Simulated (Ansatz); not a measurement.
The parent structure is SnO2 in the rutile structure (space group P4_2/mnm, No. 136; a = 4.769 Å, c = 3.212 Å). Axes: x, y, z lie along a, b, c of the conventional cell.

The change: tensile biaxial strain of 1.20 % in the plane normal to [001], as in epitaxy on a mismatched substrate; the out-of-plane cell vector and the atoms relax.

Calculations: Ansatz (a first-principles code) PBEsol, no SOC.

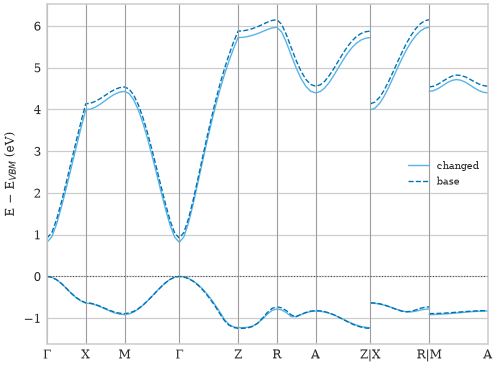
Highest valence and lowest conduction band along the path, each from its own valence-band maximum

The gap is 0.82 eV, direct at Γ; the base has 0.92 eV.

Whether these cells are dynamically stable was not tested.
